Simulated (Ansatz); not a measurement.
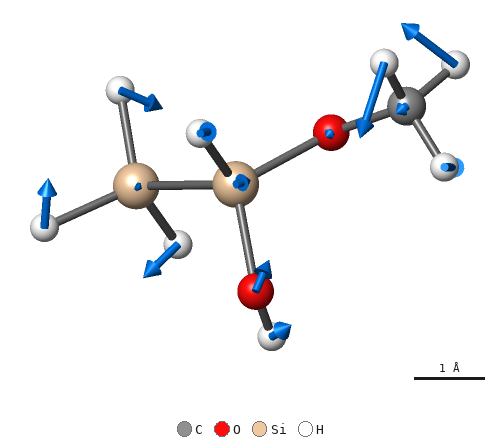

A relaxation of CH8O2Si2. The starting structure is drawn; blue arrows show the displacements, 10 times their true length. The two geometries are superimposed by the best rigid fit.

The picture is a ball-and-stick view, seen at a tilt.

The start comes from PBE-D4/def2-SVP.

Level of theory: RKS PBE0-D4/def2-TZVP in Ansatz 0.2.0.

Input
```yaml
crystal:
  periodic: [false, false, false]
  atoms:
    - {symbol: C, position_ang: [-1.380122, 1.566051, -1.055783]}
    - {symbol: O, position_ang: [-0.934063, 0.550141, -0.172857]}
    - {symbol: Si, position_ang: [0.663513, 0.034731, -0.085922]}
    - {symbol: O, position_ang: [1.185442, -0.747870, -1.483809]}
    - {symbol: Si, position_ang: [0.669292, -1.397276, 1.778621]}
    - {symbol: H, position_ang: [-2.433314, 1.813273, -0.810331]}
    - {symbol: H, position_ang: [-0.775630, 2.498164, -0.961671]}
    - {symbol: H, position_ang: [-1.338668, 1.238507, -2.119097]}
    - {symbol: H, position_ang: [1.585799, 1.219200, 0.008918]}
    - {symbol: H, position_ang: [0.766367, -1.612327, -1.642298]}
    - {symbol: H, position_ang: [-0.225554, -2.579236, 1.503542]}
    - {symbol: H, position_ang: [0.178392, -0.699630, 3.018604]}
    - {symbol: H, position_ang: [2.058945, -1.918527, 2.036985]}
basis:
  gaussian: {orbitals: def2-TZVP}
hamiltonian: {xc: pbe0, dispersion: d4}
relax: {f_tol: 0.005, max_steps: 150}
```

Q: Which element moves most?

A: Hydrogen: up to 0.12 Å, against 0.05 Å for oxygen.

Q: Describe the change and its energy.

A: The energy falls by 7.83 kJ/mol in 14 geometry steps. Largest force component: 0.92 eV/Å at the start, 0.0044 eV/Å at the end. The largest move after the best rigid fit is that of H7, 0.12 Å. Largest moves by element: H 0.12 Å, O 0.05 Å, Si 0.03 Å, C 0.02 Å. Among the contacts that change: O2–Si3 1.681 → 1.640 Å, Si3–O4 1.685 → 1.649 Å, C1–H7 1.115 → 1.096 Å, C1–H6 1.109 → 1.091 Å. Among the angles between lasting bonds that change: Si3–O4–H10 114.5° → 117.5°.
